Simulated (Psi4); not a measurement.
**wB97X-V/cc-pVTZ run of C2HF (fluoroacetylene)**

Aim: the vertical ionisation energy of C2HF (fluoroacetylene) at wB97X-V/cc-pVTZ, from 2 runs. 

Program for the calculation: Psi4 1.11.

1 further run of the same task is left out (set aside as unsound or not needed).

## 1. The molecule

C2HF: 4 atoms, total charge 0, spin state singlet. SMILES: `C#CF`. The coordinates come from a PBE0-D4/def2-TZVP relaxation.

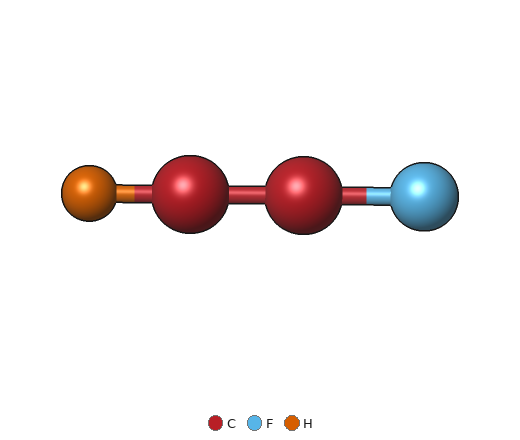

Viewed from a chosen angle; carbon red, fluorine blue, hydrogen orange.

## 2. The energy at wB97X-V/cc-pVTZ

calc.py reads:

```python
import psi4

psi4.set_memory(2200000000)
psi4.set_num_threads(1)
psi4.set_output_file('run.log', False)

geom = psi4.geometry("""
C     -0.361030     0.453110    -0.290220
C      0.303270    -0.380840     0.243810
F      1.010600    -1.269010     0.812300
H     -0.952830     1.196740    -0.765890
units angstrom
symmetry c1
""")

psi4.set_options({
    'basis': 'cc-pVTZ',
    'reference': 'rks',
    'puream': True,
    'e_convergence': 1e-09,
    'd_convergence': 1e-08,
    'scf_type': 'pk',
    'dft_radial_points': 99,
    'dft_spherical_points': 590,
})

e_tot, wfn = psi4.energy("WB97X-V", molecule=geom, return_wfn=True)
print('E =', round(e_tot, 9))
```

Run with:

```
$ python calc.py
```

run.log, cut to the lines that bear on the results:

```text
[...]
  Running in c1 symmetry.
[...]
  Nuclear repulsion =   55.832094169203366
[...]
  Multiplicity = 1
[...]
  Nalpha       = 11
  Nbeta        = 11
[...]
    Number of basis functions: 104
[...]
   @RKS iter   1:  -176.43735505174510   -5.35999e-01   4.91957e-03 ADIIS/DIIS
[...]
   @RKS iter  10:  -176.54938543705805   -2.17426e-11   6.87737e-09 DIIS
[...]
    Orbital Energies [Eh]
    ---------------------
    Doubly Occupied:
       1A    -24.845223     2A    -10.366966     3A    -10.281550
       4A     -1.435830     5A     -0.901203     6A     -0.754887
       7A     -0.643718     8A     -0.642574     9A     -0.642574
      10A     -0.393287    11A     -0.393287
[...]
  @RKS Final Energy:  -176.54938543705805
   => Energetics <=
    Nuclear Repulsion Energy =             55.8320941692033657
    One-Electron Energy =                -351.9180005187047300
    Two-Electron Energy =                 134.7242008480093887
    DFT Exchange-Correlation Energy =     -15.2788809307052684
    Empirical Dispersion Energy =           0.0000000000000000
    VV10 Nonlocal Energy =                  0.0912009951392148
    Total Energy =                       -176.5493854370580493
[...]
 Multipole Moments:
 ------------------------------------------------------------------------------------
     Multipole            Electronic (a.u.)      Nuclear  (a.u.)        Total (a.u.)
 ------------------------------------------------------------------------------------
 L = 1.  Multiply by 2.5417464519 to convert [e a0] to [Debye]
 Dipole X            :          1.7255963           -1.8442565           -0.1186602
 Dipole Y            :         -2.1668409            2.3160865            0.1492455
 Dipole Z            :          1.3870382           -1.4823992           -0.0953609
 Magnitude           :                                                    0.2131858
[...]
```

Standard output:

```text
E = -176.549385437
```

Wall time 92 s (1 thread of Intel Xeon at 2.50GHz (Skylake/Cascade Lake), shared host); peak memory 1.1 GiB.

## 3. The doublet cation, same level

job.dat reads:

```
memory 2.2 GB

molecule mol {
  1 2
  C     -0.361030     0.453110    -0.290220
  C      0.303270    -0.380840     0.243810
  F      1.010600    -1.269010     0.812300
  H     -0.952830     1.196740    -0.765890
  units angstrom
  symmetry c1
  no_reorient
  no_com
}

set basis cc-pVTZ
set reference uks
set puream true
set e_convergence 1e-09
set d_convergence 1e-08
set scf_type pk
set dft_radial_points 99
set dft_spherical_points 590
set maxiter 100

energy("wb97x-v")
```

Run with:

```
$ psi4 -i job.dat -o job.out -n 1
```

job.out, cut to the lines that bear on the results:

```text
[...]
  Running in c1 symmetry.
[...]
  Nuclear repulsion =   55.832094169203373
[...]
  Multiplicity = 2
[...]
  Nalpha       = 11
  Nbeta        = 10
[...]
    Number of basis functions: 104
[...]
   @UKS iter   1:  -176.06513939337211   -1.63784e-01   3.69414e-03 DIIS/ADIIS
[...]
   @UKS iter  14:  -176.13895297633502   -5.62750e-12   3.81536e-09 DIIS
[...]
   @S^2 Observed:                7.520345893E-01
[...]
    Orbital Energies [Eh]
    ---------------------
    Alpha Occupied:
       1A    -25.171497     2A    -10.749309     3A    -10.668092
       4A     -1.748209     5A     -1.286822     6A     -1.064684
       7A     -0.972420     8A     -0.961849     9A     -0.946542
      10A     -0.768037    11A     -0.737755
    Alpha Virtual:
      12A     -0.187253    13A     -0.164685    14A     -0.142623
      15A     -0.056593    16A      0.023456    17A      0.102255
      18A      0.115354    19A      0.131542    20A      0.205262
      21A      0.216465    22A      0.269752    23A      0.337631
      24A      0.353691    25A      0.354418    26A      0.486974
[...]
  @UKS Final Energy:  -176.13895297633502
   => Energetics <=
    Nuclear Repulsion Energy =             55.8320941692033728
    One-Electron Energy =                -344.5458382710362457
    Two-Electron Energy =                 127.5878126209730112
    DFT Exchange-Correlation Energy =     -15.1013562425865349
    Empirical Dispersion Energy =           0.0000000000000000
    VV10 Nonlocal Energy =                  0.0883347471113575
    Total Energy =                       -176.1389529763350197
[...]
 Multipole Moments:
 ------------------------------------------------------------------------------------
     Multipole            Electronic (a.u.)      Nuclear  (a.u.)        Total (a.u.)
 ------------------------------------------------------------------------------------
 L = 1.  Multiply by 2.5417464519 to convert [e a0] to [Debye]
 Dipole X            :        -14.8116471           14.7323238           -0.0793234
 Dipole Y            :         18.6013322          -18.5017983            0.0995339
 Dipole Z            :        -11.9054105           11.8416853           -0.0637252
 Magnitude           :                                                    0.1423380
[...]
```

It took 2 min on 1 thread of Intel Xeon at 2.50GHz (Skylake/Cascade Lake), shared host; peak memory 1.1 GiB.

## 4. What came out

Level: wB97X-V/cc-pVTZ.

```
                                          quantity          value
                        singlet C2HF: total energy  -176.54939 Eh
                       singlet C2HF: dipole moment         0.54 D
                         singlet C2HF: HOMO energy      -10.70 eV
                         singlet C2HF: LUMO energy        3.57 eV
                       singlet C2HF: HOMO–LUMO gap       14.27 eV
                      doublet cation: total energy  -176.13895 Eh
doublet cation: HOMO energy (highest over α and β)      -19.76 eV
 doublet cation: LUMO energy (lowest over α and β)      -11.67 eV
                              doublet cation: ⟨S²⟩          0.752
vertical ionisation energy (to the doublet cation)      11.168 eV
```

**Reading.** The vertical ionisation energy comes to 11.17 eV (258 kcal/mol). −ε(HOMO) before ionisation, 10.70 eV, is 0.47 eV below this ionisation energy.
